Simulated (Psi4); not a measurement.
**B$_{2}$H$_{4}$F (charge −1): single-point calculation**

System: B$_{2}$H$_{4}$F, charge −1.
Method: M06-2X/aug-cc-pVDZ, RKS (Psi4 1.11).

The geometry comes from this level: GFN2-xTB.

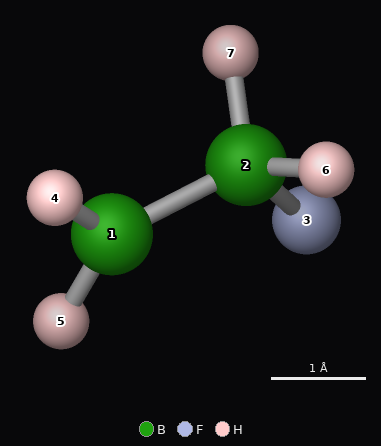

The structure as given in the input (ball-and-stick view, seen at a tilt; atoms are numbered from 1 in the order of the input).

## Summary

| quantity | value |
| --- | --- |
| outcome | converged |
| total energy | −151.931267 hartree |
| basis functions | 105 |
| HOMO | −2.65 eV |
| LUMO | 3.06 eV |
| hardware | 1 thread of Intel Xeon (Sapphire Rapids), 64 GiB of memory available, shared host |
| wall time | 27 s |
| peak memory | 1.2 GiB |

## Input file (input.inp)
```
memory 1.6 GB

molecule {
  -1 1
  B     -1.05350342    -1.03383137    -1.14630787
  B      0.69704438     0.74120728     0.82157733
  F      3.46520969     0.41022175     0.56502811
  H     -3.31250092    -0.92262099    -1.11289751
  H     -0.31273078    -2.50222416    -2.69159361
  H      0.21163043     0.28419591     3.06014690
  H      0.30483172     3.02307047     0.50406555
  units au
  symmetry c1
}

set puream true
set scf_type df
set dft_radial_points 99
set dft_spherical_points 590
set df_basis_scf cc-pvdz-jkfit

e_tot, wfn = energy('m06-2x/aug-cc-pVDZ', return_wfn=True)
```

Launched with:
```bash
psi4 -n 1 input.inp input.out
```

## Output
```
Psi4 1.11 release

   => Loading Basis Set <=

    Name: AUG-CC-PVDZ
    Role: ORBITAL
    Keyword: BASIS

         ---------------------------------------------------------
                                   SCF
                              RKS Reference
                        1 Threads,   1525 MiB Core
         ---------------------------------------------------------

  ==> Geometry <==

    Molecular point group: c1
    Full point group: C1

    Geometry (in Bohr), charge = -1, multiplicity = 1:

       Center              X                  Y                   Z               Mass
    ------------   -----------------  -----------------  -----------------  -----------------
         B           -2.358235679840    -1.132691260768    -1.299863345957    11.009305360000
         B           -0.607687879840     0.642347389232     0.668021854043    11.009305360000
         F            2.160477430160     0.311361859232     0.411472634043    18.998403162730
         H           -4.617233179840    -1.021480880768    -1.266452985957     1.007825032230
         H           -1.617463039840    -2.601084050768    -2.845149085957     1.007825032230
         H           -1.093101829840     0.185336019232     2.906591424043     1.007825032230
         H           -0.999900539840     2.924210579232     0.350510074043     1.007825032230

  Running in c1 symmetry.

  Rotational constants: A =      1.24951  B =      0.27193  C =      0.23570 [cm^-1]
  Rotational constants: A =  37459.47245  B =   8152.30262  C =   7066.24927 [MHz]
  Nuclear repulsion =   54.246339671864021

  Charge       = -1
  Multiplicity = 1
  Electrons    = 24
  Nalpha       = 12
  Nbeta        = 12

  ==> Algorithm <==

  SCF Algorithm Type is DF.
  DIIS enabled.
  MOM disabled.
  Fractional occupation disabled.
  Guess Type is SAD.
  Energy threshold   = 1.00e-06
  Density threshold  = 1.00e-06
  Integral threshold = 1.00e-12

  ==> Primary Basis <==

  Basis Set: AUG-CC-PVDZ
    Blend: AUG-CC-PVDZ
    Number of shells: 47
    Number of basis functions: 105
    Number of Cartesian functions: 111
    Spherical Harmonics?: true
    Max angular momentum: 2

  ==> DFT Potential <==

   => LibXC <=

    Version 7.1.2

   => Composite Functional: M06-2X <=

    Deriv               =              1
    GGA                 =           TRUE
    Meta                =           TRUE

    Exchange Hybrid     =           TRUE
    MP2 Hybrid          =          FALSE

   => Exchange Functionals <=

    1.0000   XC_HYB_MGGA_X_M06_2X

   => Exact (HF) Exchange <=

    0.5400               HF

   => Correlation Functionals <=

    1.0000   XC_MGGA_C_M06_2X

   => LibXC Density Thresholds  <==

    XC_MGGA_C_M06_2X:  1.00E-12
    XC_HYB_MGGA_X_M06_2X:  1.00E-15

   => Molecular Quadrature <=

    Radial Scheme          =       TREUTLER
    Pruning Scheme         =           NONE
    Nuclear Scheme         =       TREUTLER

    Blocking Scheme        =         OCTREE
    BS radius alpha        =              1
    Pruning alpha          =              1
    Radial Points          =             99
    Spherical Points       =            590
    Total Points           =         394135
    Total Blocks           =           2877
    Max Points             =            256
    Max Functions          =            105
    Weights Tolerance      =       1.00E-15

   => Loading Basis Set <=

    Name: CC-PVDZ-JKFIT
    Role: JKFIT
    Keyword: DF_BASIS_SCF

  ==> Integral Setup <==

  DFHelper Memory: AOs need 0.027 GiB; user supplied 0.027 GiB.
  SCF_SUBTYPE=INCORE selected. In-core MEM_DF algorithm will be used.
  Using in-core AOs.

  ==> MemDFJK: Density-Fitted J/K Matrices <==

    J tasked:                   Yes
    K tasked:                   Yes
    wK tasked:                   No
    Memory [MiB]:                27
    Algorithm:                 Core
    Schwarz Cutoff:           1E-12
    Mask sparsity (%):       0.0000
    Fitting Condition:        1E-10

   => Auxiliary Basis Set <=

  Basis Set: CC-PVDZ-JKFIT
    Blend: CC-PVDZ-JKFIT
    Number of shells: 108
    Number of basis functions: 302
    Number of Cartesian functions: 343
    Spherical Harmonics?: true
    Max angular momentum: 3

  Cached 33.3% of DFT collocation blocks in 0.938 [GiB].

  Minimum eigenvalue in the overlap matrix is 8.4630898057E-05.
  Reciprocal condition number of the overlap matrix is 8.8567081028E-06.
    Using symmetric orthogonalization.

  ==> Pre-Iterations <==

  SCF Guess: Superposition of Atomic Densities via on-the-fly atomic UHF (no occupation information).

   -------------------------
    Irrep   Nso     Nmo
   -------------------------
     A        105     105
   -------------------------
    Total     105     105
   -------------------------

  ==> Iterations <==

                           Total Energy        Delta E     RMS |[F,P]|

   @DF-RKS iter SAD:  -150.90945496832134   -1.50909e+02   0.00000e+00
   @DF-RKS iter   1:  -151.71980714661663   -8.10352e-01   5.25577e-03 DIIS/ADIIS
   @DF-RKS iter   2:  -151.75993063924273   -4.01235e-02   5.07436e-03 DIIS/ADIIS
   @DF-RKS iter   3:  -151.92911363014733   -1.69183e-01   6.47589e-04 DIIS/ADIIS
   @DF-RKS iter   4:  -151.93069147229207   -1.57784e-03   3.13200e-04 DIIS/ADIIS
   @DF-RKS iter   5:  -151.93124897564167   -5.57503e-04   3.56317e-05 DIIS
   @DF-RKS iter   6:  -151.93126539919589   -1.64236e-05   7.31706e-06 DIIS
   @DF-RKS iter   7:  -151.93126645537004   -1.05617e-06   2.17872e-06 DIIS
   @DF-RKS iter   8:  -151.93126653898156   -8.36115e-08   6.79510e-07 DIIS
  Energy and wave function converged.

  ==> Post-Iterations <==

   Electrons on quadrature grid:
      Ntotal   =   24.0000005703 ; deviation = 5.703e-07

    Orbital Energies [Eh]
    ---------------------

    Doubly Occupied:

       1A    -24.976766     2A     -6.837340     3A     -6.797803
       4A     -1.041178     5A     -0.407836     6A     -0.345477
       7A     -0.268539     8A     -0.266494     9A     -0.239424
      10A     -0.195786    11A     -0.125593    12A     -0.097381

    Virtual:

      13A      0.112624    14A      0.129528    15A      0.132305
      16A      0.132640    17A      0.149149    18A      0.151740
      19A      0.155346    20A      0.173671    21A      0.192102
      22A      0.198975    23A      0.208289    24A      0.240462
      25A      0.264984    26A      0.327762    27A      0.353567
      28A      0.364037    29A      0.375620    30A      0.381111
      31A      0.396254    32A      0.396489    33A      0.416551
      34A      0.419073    35A      0.437770    36A      0.465818
      37A      0.473198    38A      0.483958    39A      0.493928
      40A      0.517267    41A      0.524607    42A      0.549174
      43A      0.573204    44A      0.591157    45A      0.601042
      46A      0.606162    47A      0.624088    48A      0.630445
      49A      0.657892    50A      0.663354    51A      0.706419
      52A      0.710180    53A      0.713854    54A      0.733790
      55A      0.734783    56A      0.783310    57A      0.788775
      58A      0.809400    59A      0.859005    60A      0.907854
      61A      0.911874    62A      0.913778    63A      0.960245
      64A      1.075663    65A      1.094846    66A      1.145819
      67A      1.152849    68A      1.271465    69A      1.286264
      70A      1.288007    71A      1.308634    72A      1.383905
      73A      1.403408    74A      1.496344    75A      1.529870
      76A      1.554327    77A      1.654520    78A      1.656663
      79A      1.659962    80A      1.750484    81A      1.804838
      82A      1.811117    83A      1.841417    84A      1.899457
      85A      1.929565    86A      1.989888    87A      1.990172
      88A      2.067520    89A      2.141324    90A      2.182969
      91A      2.226362    92A      2.343744    93A      2.372353
      94A      2.415496    95A      2.453848    96A      2.508098
      97A      2.516291    98A      2.626444    99A      2.681308
     100A      3.147712   101A      4.868562   102A      4.870199
     103A      4.953504   104A      4.967661   105A      5.013828

    Final Occupation by Irrep:
              A
    DOCC [    12 ]
    NA   [    12 ]
    NB   [    12 ]

  @DF-RKS Final Energy:  -151.93126653898156

   => Energetics <=

    Nuclear Repulsion Energy =             54.2463396718640212
    One-Electron Energy =                -321.1571858051434560
    Two-Electron Energy =                 124.7056864369839531
    DFT Exchange-Correlation Energy =      -9.7261068426860930
    Empirical Dispersion Energy =           0.0000000000000000
    VV10 Nonlocal Energy =                  0.0000000000000000
    Total Energy =                       -151.9312665389815606

Computation Completed

Properties will be evaluated at   0.000000,   0.000000,   0.000000 [a0]

Properties computed using the SCF density matrix

 Multipole Moments:

 ------------------------------------------------------------------------------------
     Multipole            Electronic (a.u.)      Nuclear  (a.u.)        Total (a.u.)
 ------------------------------------------------------------------------------------

 L = 1.  Multiply by 2.5417464519 to convert [e a0] to [Debye]
 Dipole X            :          4.0357120           -3.7130195            0.3226925
 Dipole Y            :         -0.1447752           -0.1624810           -0.3072561
 Dipole Z            :         -0.0060294           -0.3104543           -0.3164837
 Magnitude           :                                                    0.5465333

 ------------------------------------------------------------------------------------

	total time  =         25 seconds =       0.42 minutes

    Psi4 run time: 0:00:25.30
```

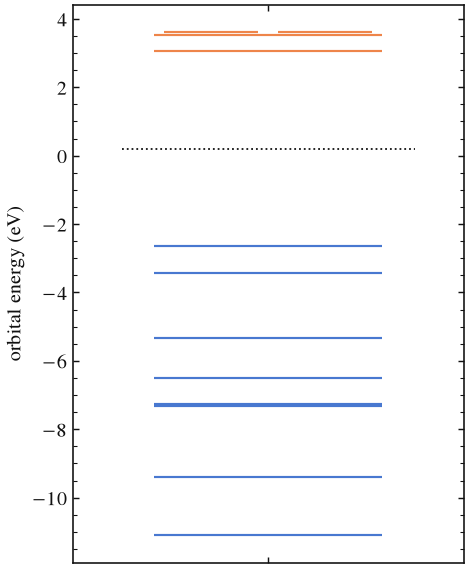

Orbital energies near the frontier; the dotted line parts filled from empty levels, and levels within 0.02 eV of each other stand side by side. Highest filled −2.65 eV, lowest empty 3.06 eV, 5.71 eV apart.
